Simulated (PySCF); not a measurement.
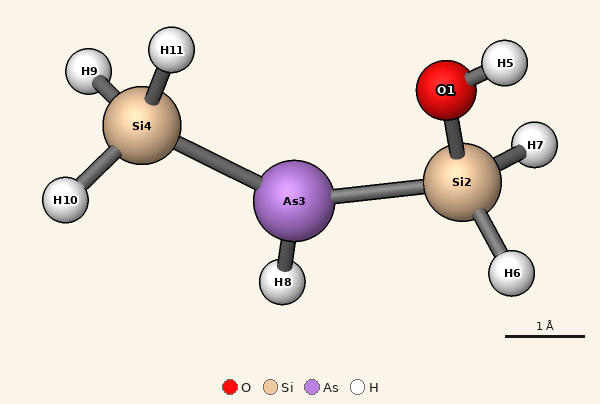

Fig. 1: The structure (ball-and-stick view, seen at a tilt; atoms are numbered from 1 in the order of the input). Bond lengths as drawn: As–H 1.48 Å, As–Si 2.25 to 2.26 Å, H–O 0.95 Å, H–Si 1.46 to 1.48 Å and O–Si 1.64 Å.

**What a change does: single-point calculation on Si2AsH7O**

System: Si2AsH7O, SMILES O[SiH2][AsH][SiH3].
Method of run 1: PBE0/pcSseg-1 single-point energy, IEF-PCM acetonitrile (PySCF 2.14.0).

The geometry comes from this level: GFN2-xTB. Text and figures count atoms from 1; the logs count them from 0 in places.

### The input, run 1
```
{"job": {"kind": "sp", "xc": "PBE0", "basis": "pcSseg-1", "solvent": "acetonitrile", "pop": false}, "charge": 0, "multiplicity": 1}
O     -1.692098     0.579134     1.125665
Si    -1.840892    -0.019265    -0.388919
As     0.344775    -0.354787    -0.812365
Si     2.264743    -0.032286     0.338329
H     -2.464518     0.836259     1.617867
H     -2.526165     0.976055    -1.233035
H     -2.691662    -1.222271    -0.348649
H      0.550968    -0.916715    -2.162813
H      3.026417    -1.274407     0.570798
H      3.195948     0.899345    -0.326095
H      1.832486     0.528939     1.619216
```

The first line tells a small driver script what to run in PySCF; the rest is the geometry in Å.

Launched with:
```bash
OMP_NUM_THREADS=1 python <driver script> task.json out
```

Hardware: 1 CPU thread, shared host.

### Output (run 1)
```
coarse grid: 42640 points
cycle   1  E = -2893.3450088312  dE = -5.515e-01  |g| = 9.513e-01  |ddm| = 3.148e+00
cycle   2  E = -2893.2384632825  dE =  1.065e-01  |g| = 1.120e+00  |ddm| = 1.317e+00
cycle   3  E = -2893.4351292660  dE = -1.967e-01  |g| = 2.034e-01  |ddm| = 9.880e-01
cycle   4  E = -2893.4418409288  dE = -6.712e-03  |g| = 3.322e-02  |ddm| = 1.363e-01
cycle   5  E = -2893.4419027100  dE = -6.178e-05  |g| = 7.901e-03  |ddm| = 1.994e-02
cycle   6  E = -2893.4419106589  dE = -7.949e-06  |g| = 1.716e-03  |ddm| = 1.014e-02
final grid: 85744 points
cycle   7  E = -2893.4419109383  dE = -7.437e-08  |g| = 2.116e-03  |ddm| = 4.663e-03
cycle   8  E = -2893.4419108231  dE =  1.152e-07  |g| = 2.662e-03  |ddm| = 4.534e-03
cycle   9  E = -2893.4419116349  dE = -8.118e-07  |g| = 1.372e-04  |ddm| = 2.088e-03
cycle  10  E = -2893.4419116405  dE = -5.601e-09  |g| = 2.464e-05  |ddm| = 2.181e-04
cycle  11  E = -2893.4419116406  dE = -1.091e-10  |g| = 2.152e-06  |ddm| = 1.709e-05
converged SCF energy = -2893.4419116406
```

The input of run 2 differs as follows (lines with − go, lines with + come):
```diff
-"basis": "pcSseg-1"
-"solvent": "acetonitrile"
+"basis": "def2-SVPD"
```

How does run 2 compare with run 1?

The total energies belong to different models, so their difference says nothing on which is more stable or more accurate. The HOMO goes from −5.93 to −5.78 eV. The LUMO goes from −1.12 to −1.29 eV. The dipole moment goes from 1.62 to 1.22 D. The number of SCF iterations is the same. The basis functions go from 141 to 165.

### Output (run 2)
```
coarse grid: 42640 points
cycle   1  E = -2893.1035260649  dE = -4.587e-01  |g| = 6.805e-01  |ddm| = 3.917e+00
cycle   2  E = -2892.9507487561  dE =  1.528e-01  |g| = 1.104e+00  |ddm| = 1.525e+00
cycle   3  E = -2893.1912745232  dE = -2.405e-01  |g| = 7.726e-02  |ddm| = 9.257e-01
cycle   4  E = -2893.1924952442  dE = -1.221e-03  |g| = 1.408e-02  |ddm| = 1.335e-01
cycle   5  E = -2893.1925542322  dE = -5.899e-05  |g| = 5.988e-03  |ddm| = 3.498e-02
cycle   6  E = -2893.1925642686  dE = -1.004e-05  |g| = 1.196e-03  |ddm| = 1.037e-02
cycle   7  E = -2893.1925644989  dE = -2.303e-07  |g| = 1.819e-04  |ddm| = 2.118e-03
final grid: 85744 points
cycle   8  E = -2893.1925482741  dE = -3.540e-08  |g| = 1.458e-04  |ddm| = 2.971e-03
cycle   9  E = -2893.1925482741  dE = -9.868e-11  |g| = 1.453e-04  |ddm| = 4.749e-04
cycle  10  E = -2893.1925482815  dE = -7.401e-09  |g| = 1.783e-05  |ddm| = 2.169e-04
cycle  11  E = -2893.1925482816  dE = -6.321e-11  |g| = 6.252e-06  |ddm| = 2.532e-05
converged SCF energy = -2893.1925482816
```

### The two runs side by side

| quantity | run 1 | run 2 |
| --- | --- | --- |
| outcome | converged | converged |
| total energy (hartree) | −2893.441912 | −2893.192548 |
| HOMO (eV) | −5.93 | −5.78 |
| LUMO (eV) | −1.12 | −1.29 |
| dipole moment (D) | 1.62 | 1.22 |
| SCF iterations | 11 | 11 |
| basis functions | 141 | 165 |
| wall time (shared host) | 6.2 s | 7.3 s |
